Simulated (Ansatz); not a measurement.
## AlPH₃F₃: molecular dynamics (part 3 of 3)

AlPH₃F₃; RHF/def2-SVP (Ansatz 0.2.0). It belongs to a series of runs on one base structure; here: dynamics from the highest image of the converged band.

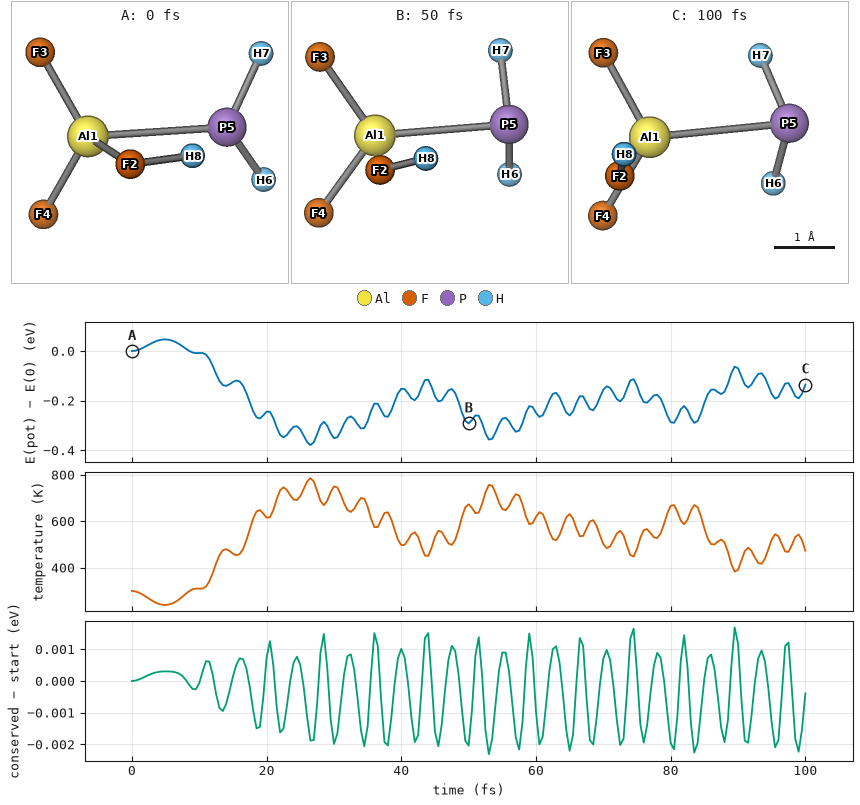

Fig. 1: Frames of the molecular dynamics (ball-and-stick, seen at a tilt) above the curves, on which the letters mark them. The trajectory kept here has 201 frames over 100 fs. The temperature starts at 300 K, ranges from 240 to 786 K and averages 564 K over the second half. The potential energy ends 0.135 eV below its first value. The conserved quantity stays within 0.004 eV. After an unweighted best fit of the last frame on the first, the root-mean-square displacement is 0.98 Å, and H8 has moved furthest (2.04 Å).

```
Total energy: -24012.88670924 eV, -882.4573100453 hartree
Atom 0 at     0.075492    -0.421305     0.015396 Å, force    -0.944660    -0.784253     0.307829 eV/Å
Atom 1 at    -0.236440     0.810167     1.855489 Å, force     1.063322     0.204145     1.363400 eV/Å
Atom 2 at     1.484933     0.327918    -0.347181 Å, force     0.357036     0.470756    -0.030994 eV/Å
Atom 3 at    -1.364740     0.124952    -0.644651 Å, force     0.738070    -0.131926     0.389267 eV/Å
Atom 4 at     0.304936    -2.802386     0.376375 Å, force     0.099894     1.645281     0.665280 eV/Å
Atom 5 at    -0.859875    -2.848857    -0.403444 Å, force     0.014106    -0.423929    -0.605217 eV/Å
Atom 6 at     1.304404    -2.621572    -0.616188 Å, force    -0.315165    -0.435963    -0.334166 eV/Å
Atom 7 at     0.271959     1.040544     2.618191 Å, force    -1.012603    -0.544110    -1.755398 eV/Å
Dipole moment:     0.143124     0.279968     0.813006 e Å
```

**Trajectory as extended XYZ (Å, eV, eV/Å), 13 of the 201 frames kept, from step=0 to step=200**
```
8
Properties=species:S:1:pos:R:3:forces:R:3 step=0 time_fs=0.0 energy=-24012.75195 temperature=300.0
Al    0.0717   -0.2318   -0.0884    0.0000   0.0000   0.0000
F    -0.1022   -0.0452    1.7344    0.0000   0.0000   0.0000
F     1.4833    0.4755   -0.5494    0.0000   0.0000   0.0000
F    -1.3513    0.1993   -0.7916    0.0000   0.0000   0.0000
P     0.2213   -2.4716    0.7148    0.0000   0.0000   0.0000
H    -0.7831   -3.3847    0.3926    0.0000   0.0000   0.0000
H     1.4217   -3.1699    0.5810    0.0000   0.0000   0.0000
H    -0.0040   -1.1711    1.8683    0.0000   0.0000   0.0000
8
Properties=species:S:1:pos:R:3:forces:R:3 step=17 time_fs=8.5 energy=-24012.75150 temperature=299.3
Al    0.0508   -0.2722   -0.1185    1.6022   0.4269  -0.6689
F    -0.1026   -0.0019    1.7738   -0.1800   0.0373  -0.2299
F     1.5147    0.4939   -0.5352   -1.5096  -0.7707   0.4514
F    -1.3646    0.2208   -0.7892   -0.0252   0.0333   0.0688
P     0.2292   -2.4916    0.7038    0.2905   0.2973   0.3527
H    -0.7477   -3.4338    0.4940   -0.4543  -0.3090  -0.4230
H     1.4285   -3.1800    0.5412    0.0987   0.0493  -0.1735
H    -0.0640   -0.9876    1.8949    0.1776   0.2356   0.6224
8
Properties=species:S:1:pos:R:3:forces:R:3 step=33 time_fs=16.5 energy=-24012.89142 temperature=480.7
Al    0.0629   -0.3017   -0.1585    0.3763  -0.0787  -0.0249
F    -0.1083    0.0483    1.8023    0.1359  -1.4526   0.9261
F     1.5000    0.4886   -0.5090   -0.8945  -0.4523   0.1940
F    -1.3763    0.2414   -0.7844    0.4961  -0.1332   0.2419
P     0.2367   -2.5102    0.6992   -0.2384  -0.3252   0.4062
H    -0.7704   -3.4726    0.3943    0.5049   0.5175  -0.2554
H     1.4508   -3.1536    0.4084   -0.1992   0.0316  -0.2512
H    -0.0130   -0.8492    2.2169   -0.1812   1.8929  -1.2367
8
Properties=species:S:1:pos:R:3:forces:R:3 step=50 time_fs=25.0 energy=-24013.06765 temperature=707.7
Al    0.0828   -0.3382   -0.2048   -1.5684  -0.8988   0.6284
F    -0.1170    0.1149    1.8357    0.3935  -1.3164   1.5796
F     1.4571    0.4702   -0.4745    0.8593   0.5614  -0.2786
F    -1.3716    0.2592   -0.7706    0.7200  -0.2576   0.2278
P     0.2455   -2.5318    0.7030    0.1684  -0.3234  -0.4109
H    -0.6950   -3.3614    0.0557   -0.0679   0.2511  -0.0013
H     1.3933   -3.0980    0.1031   -0.0291   0.1891   0.0522
H     0.0510   -0.6177    2.4435   -0.4758   1.7944  -1.7971
8
Properties=species:S:1:pos:R:3:forces:R:3 step=67 time_fs=33.5 energy=-24013.04684 temperature=679.5
Al    0.0705   -0.3959   -0.2371   -0.3024  -0.3107   1.2991
F    -0.1273    0.2025    1.8712    0.3482  -0.8769   1.2596
F     1.4379    0.4681   -0.4482    0.5337   0.2819  -0.3285
F    -1.3438    0.2687   -0.7492   -0.0679  -0.1145  -0.1741
P     0.2569   -2.5599    0.6955    0.1208   0.0262  -1.2845
H    -0.6454   -3.0933   -0.2430   -0.5061  -0.2498   0.2496
H     1.3225   -2.9300   -0.1615    0.3156   0.0171   0.3697
H     0.0861   -0.4339    2.5339   -0.4420   1.2266  -1.3910
8
Properties=species:S:1:pos:R:3:forces:R:3 step=83 time_fs=41.5 energy=-24012.94261 temperature=544.4
Al    0.0518   -0.4569   -0.2390    1.3970   1.0659   1.4277
F    -0.1396    0.2985    1.9029    0.2651  -0.6620   0.7936
F     1.4360    0.4743   -0.4338   -0.5981  -0.6424  -0.1929
F    -1.3186    0.2736   -0.7338   -0.5896  -0.0590  -0.3786
P     0.2673   -2.5886    0.6619   -0.4935   0.2842  -1.2428
H    -0.7552   -2.9086   -0.3136    0.5222  -0.4325   0.4680
H     1.3816   -2.7603   -0.2064   -0.1574  -0.3638   0.0846
H     0.1072   -0.2924    2.5769   -0.3457   0.8096  -0.9596
8
Properties=species:S:1:pos:R:3:forces:R:3 step=100 time_fs=50.0 energy=-24013.04345 temperature=673.2
Al    0.0609   -0.4954   -0.2081    0.3710   2.0030   0.5350
F    -0.1547    0.4051    1.9326   -0.2970   0.4060  -0.9591
F     1.4169    0.4607   -0.4253   -0.3369  -0.6391  -0.0750
F    -1.3089    0.2749   -0.7291    0.0150  -0.4891  -0.0484
P     0.2729   -2.6121    0.6064    0.1712   0.1268   0.2958
H    -0.7385   -3.0456   -0.2513   -0.1312  -0.5247  -0.3487
H     1.4009   -2.8091   -0.2182   -0.0708  -0.3528  -0.1496
H     0.1186   -0.1341    2.5923    0.2786  -0.5300   0.7501
8
Properties=species:S:1:pos:R:3:forces:R:3 step=117 time_fs=58.5 energy=-24013.00036 temperature=620.9
Al    0.0775   -0.4866   -0.1627   -1.4790   0.9168  -0.2210
F    -0.1699    0.5059    1.9529   -0.9810   1.2484  -2.8052
F     1.3895    0.4270   -0.4201    1.1156   0.3462  -0.1031
F    -1.3000    0.2595   -0.7264    0.2112  -0.5190   0.2221
P     0.2774   -2.6383    0.5491    0.1529  -1.1910  -0.0601
H    -0.6416   -3.3929   -0.2246   -0.2529   0.4627   0.2208
H     1.3546   -3.0493   -0.2709    0.2125   0.3034   0.2229
H     0.1194    0.0487    2.6321    1.0207  -1.5674   2.5237
8
Properties=species:S:1:pos:R:3:forces:R:3 step=133 time_fs=66.5 energy=-24012.93379 temperature=536.2
Al    0.0642   -0.4564   -0.1219   -0.6158  -0.6158   0.0298
F    -0.1824    0.5883    1.9600   -1.1508   0.9800  -3.4200
F     1.3968    0.4038   -0.4187    1.2425   0.5264  -0.0306
F    -1.2880    0.2294   -0.7184   -0.7302   0.1072  -0.0394
P     0.2851   -2.6821    0.4959    0.0032  -0.5836   0.5121
H    -0.6931   -3.5196   -0.1128    0.1337   0.6545  -0.0314
H     1.4118   -3.1365   -0.2217   -0.0734   0.2687  -0.0625
H     0.1088    0.2550    2.7024    1.1908  -1.3374   3.0419
8
Properties=species:S:1:pos:R:3:forces:R:3 step=150 time_fs=75.0 energy=-24012.89221 temperature=481.2
Al    0.0389   -0.4361   -0.0767    1.6335  -0.7015   0.0735
F    -0.1942    0.6617    1.9541   -0.9731   0.2625  -3.0299
F     1.4426    0.3942   -0.4175   -0.3441  -0.2316   0.3261
F    -1.3008    0.2007   -0.7119   -1.1518   0.4393  -0.2060
P     0.2960   -2.7354    0.4544    0.3029   1.3107   1.6401
H    -0.7819   -3.3743   -0.1159   -0.2442  -0.3370  -0.8231
H     1.4541   -3.0882   -0.2441   -0.2103  -0.1406  -0.5662
H     0.0939    0.4910    2.7593    0.9871  -0.6017   2.5855
8
Properties=species:S:1:pos:R:3:forces:R:3 step=167 time_fs=83.5 energy=-24013.04132 temperature=670.2
Al    0.0474   -0.4307   -0.0310    0.6763   0.1559  -0.7147
F    -0.2067    0.7231    1.9333   -0.2791  -0.2864  -0.9900
F     1.4797    0.3783   -0.4054   -0.9330  -0.3795   0.4384
F    -1.3483    0.1843   -0.7098    0.5073  -0.2136   0.5296
P     0.3061   -2.7712    0.4379   -0.4746   0.1507  -0.6387
H    -0.7583   -3.2140   -0.4298    0.3023   0.2828   0.5277
H     1.3106   -3.0535   -0.5377   -0.0927   0.3534   0.3197
H     0.1063    0.7059    2.7773    0.2935  -0.0633   0.5280
8
Properties=species:S:1:pos:R:3:forces:R:3 step=183 time_fs=91.5 energy=-24012.89868 temperature=486.7
Al    0.0710   -0.4245   -0.0021   -0.9353  -0.0865  -0.5985
F    -0.2199    0.7704    1.9015    0.0565  -0.2506  -0.0847
F     1.4870    0.3523   -0.3805   -0.2902   0.0918   0.1942
F    -1.3794    0.1633   -0.6920    1.4799  -0.5056   0.8694
P     0.3092   -2.7967    0.4172   -0.3703   0.9493  -1.0168
H    -0.7075   -2.9739   -0.5620   -0.4873  -0.1882   0.5494
H     1.1843   -2.8576   -0.7005    0.5779   0.0757   0.4366
H     0.1555    0.8819    2.7278   -0.0311  -0.0860  -0.3497
8
Properties=species:S:1:pos:R:3:forces:R:3 step=200 time_fs=100.0 energy=-24012.88671 temperature=473.3
Al    0.0755   -0.4213    0.0154   -0.9447  -0.7843   0.3078
F    -0.2364    0.8102    1.8555    1.0633   0.2041   1.3634
F     1.4849    0.3279   -0.3472    0.3570   0.4708  -0.0310
F    -1.3647    0.1250   -0.6447    0.7381  -0.1319   0.3893
P     0.3049   -2.8024    0.3764    0.0999   1.6453   0.6653
H    -0.8599   -2.8489   -0.4034    0.0141  -0.4239  -0.6052
H     1.3044   -2.6216   -0.6162   -0.3152  -0.4360  -0.3342
H     0.2720    1.0405    2.6182   -1.0126  -0.5441  -1.7554
```

The run was set up as follows.

**Input**
```yaml
crystal:
  periodic: [false, false, false]
  atoms:
    - { symbol: Al, position_ang: [0.071715, -0.231809, -0.088401] }
    - { symbol: F, position_ang: [-0.102244, -0.04525, 1.734427] }
    - { symbol: F, position_ang: [1.483319, 0.475514, -0.549393] }
    - { symbol: F, position_ang: [-1.351331, 0.199284, -0.791641] }
    - { symbol: P, position_ang: [0.221341, -2.471637, 0.714779] }
    - { symbol: H, position_ang: [-0.783064, -3.384715, 0.392559] }
    - { symbol: H, position_ang: [1.421735, -3.169863, 0.580981] }
    - { symbol: H, position_ang: [-0.00397, -1.171125, 1.868291] }
basis:
  gaussian: { orbitals: def2-SVP }
hamiltonian:
  xc: hf
md:
  timestep: 0.5
  n_steps: 200
  ensemble: nve
  temperature: 300.0
  initial_velocities: maxwell_boltzmann
  seed: 5917
```

Launch command:
```bash
ansatz run input.yaml --threads 1 --pin off --max-ram 2048MiB --backend cpu --events-out ev --progress --plain --runs-dir out
```

**Results in brief**

```csv
quantity,value
outcome,finished
mean temperature over the second half,564 K
trajectory,"200 steps, 100 fs"
ensemble,nve
temperature in the input,300.0 K
time step,0.5 fs
potential energy (last step),−24012.8867 eV
mean-field energy (last step),−24012.8867 eV
largest force (length of the vector) (last step),2.098 eV/Å
hardware,"1 thread of Arm Neoverse V2, 24 GiB of memory available, shared host"
wall time,4.1 min
peak memory,0.17 GiB
```

**Notes**

So short a trajectory is not equilibrated.
